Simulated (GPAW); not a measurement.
# TiO2 (P4_2/mnm): refractive index against wavelength

The refractive index of TiO2 (P4_2/mnm) along x below the direct gap (1.91 eV on the mesh) is read from one computed spectrum, n = √(Re ε). x, y and z are the Cartesian axes of the input cell.

The structure is tetragonal, space group P4_2/mnm (No. 136). Conventional cell: a = 4.592 Å, b = 4.592 Å, c = 2.957 Å, α = 90.00°, β = 90.00°, γ = 90.00°. Ti on site a has 6 O at 1.95 to 1.98 Å as nearest neighbours. Around O on site f lie 3 Ti at 1.95 to 1.98 Å.

Method: GPAW 26.7.0, PBE, RPA, k-mesh 7×7×11, local fields up to 70 eV, Lorentzian half width 0.12 eV.

Launch of the response step: `OMP_NUM_THREADS=1 python df.py`. The run took 3.3 min, its band step included, on 1 thread of Arm Neoverse V2, on a shared host.

| wavelength (nm) | photon energy E (eV) | n |
| --- | --- | --- |
| 3000 | 0.413 | 2.5575 |
| 2000 | 0.620 | 2.5691 |
| 1550 | 0.800 | 2.5835 |
| 1310 | 0.946 | 2.5985 |
| 1064 | 1.165 | ? |

In the single-oscillator model n² − 1 = E₀E_d/(E₀² − E²), so 1/(n² − 1) = E₀/E_d − E²/(E₀E_d) is linear in E².

Working, on the rows shown:

| x = E² (eV²) | y = 1/(n² − 1) |
| --- | --- |
| 0.170801 | 0.180479 |
| 0.384302 | 0.178563 |
| 0.639837 | 0.176228 |
| 0.895757 | 0.173846 |

Means: x̄ = 0.52267, ȳ = 0.17728. Σ(x − x̄)(y − ȳ) = -0.002707, Σ(x − x̄)² = 0.2959. Slope = -0.002707 / 0.2959 = -0.009151; intercept = ȳ − slope · x̄ = 0.18206. Turned back into n, the line misses the rows shown by at most 0.00013.

Task: Fill in the last column of the withheld row.

Result: At x = 1.3578 the line gives y = 0.16964, that is 2.6258. The run gave 2.6270, so the extrapolation is off by 0.0012, 1.7 % of the range in the table.

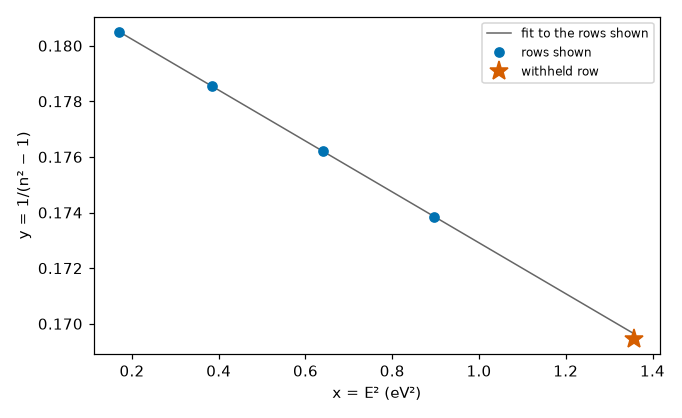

Refitted with all rows, the slope is -0.00929 and the intercept 0.18212. These give E₀ = √(intercept/−slope) = 4.43 eV and E_d = E₀/intercept = 24.3 eV; E₀ is 2.3 times the direct gap. The electronic limit at long wavelengths, without lattice vibrations, is n = √(1 + 1/intercept) = 2.548. Excitons are left out; PBE gaps are as a rule too small. The values come from a sum over the points of one k-mesh and carry its error, which grows as the direct gap shrinks. This version of GPAW has incomplete matrix elements in the optical limit, which can lower ε − 1 by up to a tenth where first-row anions or d states rule.
